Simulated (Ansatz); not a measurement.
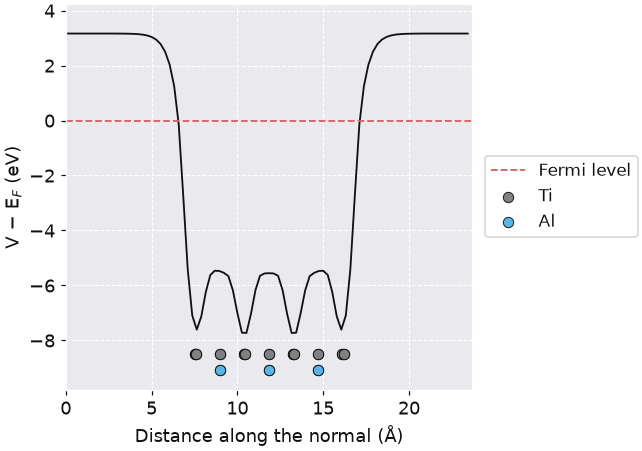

Plane-averaged electrostatic potential energy of an electron across the slab; circles at the bottom mark the heights of the atoms.

Input of the run:

```
crystal:
  lattice:
    - [4.6311298888, 0.0, 0.0]
    - [0.0, 9.9539912704, 0.0]
    - [0.0, 0.0, 23.6817483233]
  atoms:
    - { symbol: Ti, position: [0.25, 0.5851122226, 0.3166995907] }
    - { symbol: Ti, position: [0.75, 0.4148877774, 0.3166995907] }
    - { symbol: Ti, position: [0.75, 0.9148877774, 0.3192897294] }
    - { symbol: Ti, position: [0.25, 0.0851122226, 0.3192897294] }
    - { symbol: Ti, position: [0.75, 0.6702244452, 0.3786631067] }
    - { symbol: Ti, position: [0.25, 0.3297755548, 0.3786631067] }
    - { symbol: Al, position: [0.75, 0.1666666667, 0.3786631067] }
    - { symbol: Al, position: [0.25, 0.8333333333, 0.3786631067] }
    - { symbol: Ti, position: [0.25, 0.0851122226, 0.438036484] }
    - { symbol: Ti, position: [0.75, 0.9148877774, 0.438036484] }
    - { symbol: Ti, position: [0.75, 0.4148877774, 0.4406266227] }
    - { symbol: Ti, position: [0.25, 0.5851122226, 0.4406266227] }
    - { symbol: Ti, position: [0.75, 0.1702244452, 0.5] }
    - { symbol: Ti, position: [0.25, 0.8297755548, 0.5] }
    - { symbol: Al, position: [0.75, 0.6666666667, 0.5] }
    - { symbol: Al, position: [0.25, 0.3333333333, 0.5] }
    - { symbol: Ti, position: [0.25, 0.5851122226, 0.5593733773] }
    - { symbol: Ti, position: [0.75, 0.4148877774, 0.5593733773] }
    - { symbol: Ti, position: [0.75, 0.9148877774, 0.561963516] }
    - { symbol: Ti, position: [0.25, 0.0851122226, 0.561963516] }
    - { symbol: Ti, position: [0.75, 0.6702244452, 0.6213368933] }
    - { symbol: Ti, position: [0.25, 0.3297755548, 0.6213368933] }
    - { symbol: Al, position: [0.75, 0.1666666667, 0.6213368933] }
    - { symbol: Al, position: [0.25, 0.8333333333, 0.6213368933] }
    - { symbol: Ti, position: [0.25, 0.0851122226, 0.6807102706] }
    - { symbol: Ti, position: [0.75, 0.9148877774, 0.6807102706] }
    - { symbol: Ti, position: [0.75, 0.4148877774, 0.6833004093] }
    - { symbol: Ti, position: [0.25, 0.5851122226, 0.6833004093] }
basis:
  ecutwfc: 500
kpoints:
  mp_grid: { grid: [8, 4, 1] }
hamiltonian:
  xc: r2scan
scf:
  occupations: { method: gaussian, width: 0.1 }
output:
  forces: true
  stress: true
  eigenvalues: true
  write_density: true
  write_potential: true
  elf: true
  volumetric_format: npy
efield:
  axis: 3
  dipole_correction: true
  ramp_width: 0.04
```

Command:
```bash
ansatz run input.yaml --threads 4 --pin off --max-ram 10240MiB --backend cpu --events-out ev --progress --plain --runs-dir out
```

Q: What is the work function?

A: The work function is 3.17 eV, the same on both faces. The two vacuum levels agree, so the slab has no net dipole along its normal.

Q: How thick are slab and vacuum?

A: The outermost atoms are 8.7 Å apart, which leaves 15.0 Å of vacuum in a cell 23.7 Å high.

The atoms aren't at rest in this cell (largest force 1.2 eV/Å), so the relaxed material can differ.
